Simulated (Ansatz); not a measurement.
## Electronic structure of GaH6O6 (charge −3) in real space

Input file:

```
crystal:
  periodic: [false, false, false]
  atoms:
    - {symbol: Ga, position_ang: [-0.001433, 0.001745, 0.001518]}
    - {symbol: O, position_ang: [0.086082, -0.061210, 2.104626]}
    - {symbol: H, position_ang: [-0.004364, -1.036183, 2.055514]}
    - {symbol: O, position_ang: [-0.085261, 0.057323, -2.102082]}
    - {symbol: H, position_ang: [0.017254, 1.031092, -2.057818]}
    - {symbol: O, position_ang: [2.099359, -0.120929, 0.095891]}
    - {symbol: H, position_ang: [2.039014, -0.024659, 1.069516]}
    - {symbol: O, position_ang: [-2.100958, 0.125163, -0.097250]}
    - {symbol: H, position_ang: [-2.036938, 0.030053, -1.070784]}
    - {symbol: O, position_ang: [-0.057817, 2.101330, -0.121395]}
    - {symbol: H, position_ang: [-1.034135, 2.056639, -0.045771]}
    - {symbol: O, position_ang: [0.051840, -2.102082, 0.126419]}
    - {symbol: H, position_ang: [1.027358, -2.058273, 0.041605]}
basis:
  gaussian: {orbitals: def2-TZVPD, initial_orbitals: start.molden}
total_charge: -3
hamiltonian: {xc: pbe0, dispersion: d4}
scf: {omitted_lower_state_checks: [starts]}
output: {forces: true, orbitals: {seedname: orbitals}}
```

Run with:

```sh
ansatz run in.yaml --threads 4 --pin off --events-out ev --progress --plain --max-ram 4787MiB
```

Geometry: PBE-D4/def2-SVPD; the highest occupied orbital lies above zero, a sign that basis and functional describe the outermost electron poorly; not at a stationary point (largest force 0.8 eV/Å).

These are results of Ansatz 0.2.0, RKS PBE0-D4/def2-TZVPD, not measurements.

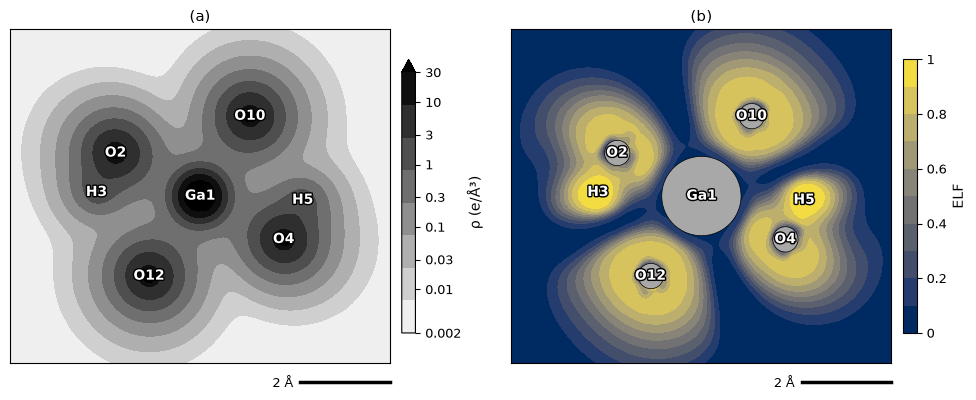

Figure 1. (a) electron density; (b) ELF on the plane of atoms O2, Ga1 and O12. Grey discs cover the atomic cores in the ELF map.

**Describe what can be read from this map.**

The section cuts through Ga, O and H sites. Ga–O (2.10 Å): ρ at the midpoint is about 0.47 e/Å³; the ELF peaks at about 0.85 in the valence shell of O, 0.6 Å from its nucleus, and is about 0.30 at the midpoint. O–H (0.98 Å): ρ is about 3.6 e/Å³ halfway; the ELF climbs to about 1 towards the hydrogen, as it does in any bond to H: a covalent bond by its length. The ELF also peaks beside O12, O4, O2 and O10, away from the bonds: lone-pair regions.

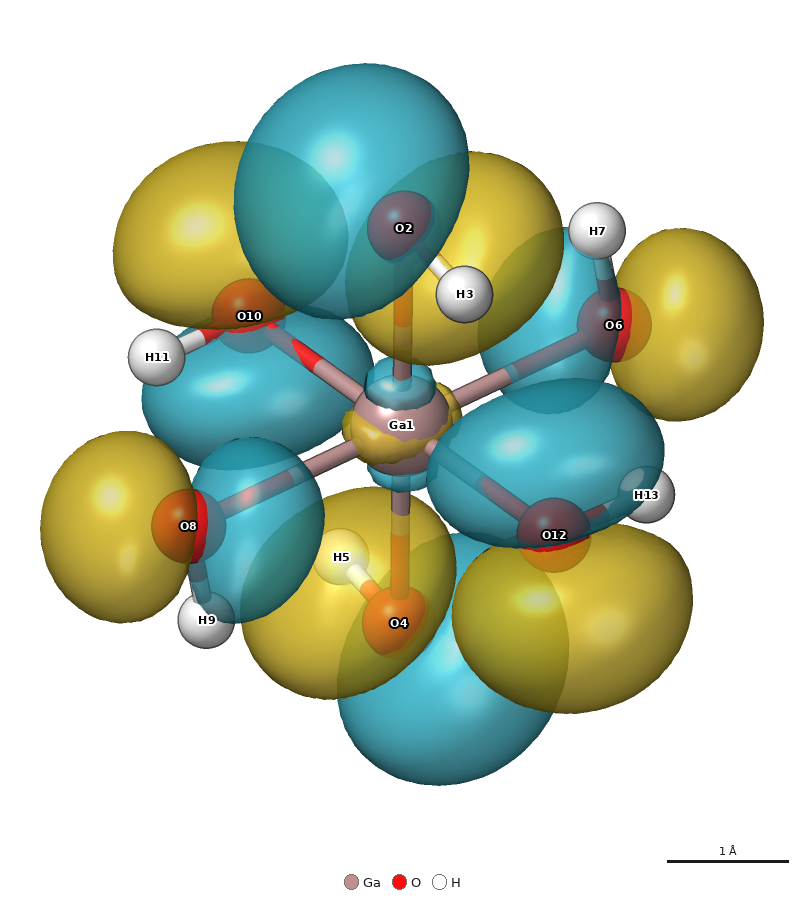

Figure 2. The HOMO at ±0.06 Å⁻³ᐟ² (yellow and cyan are the two phases), seen at an oblique angle.

**Where does this orbital lie, and at what energy?**

It lies mainly on O2 (about 20 %), O4 (about 20 %), O10 (about 20 %) and O12 (about 20 %); it is gerade (even under inversion); largely a combination of lone pairs on O2, O4, O10 and O12. It is one of a degenerate set, so its orientation is arbitrary. Its energy is 5.72 eV.
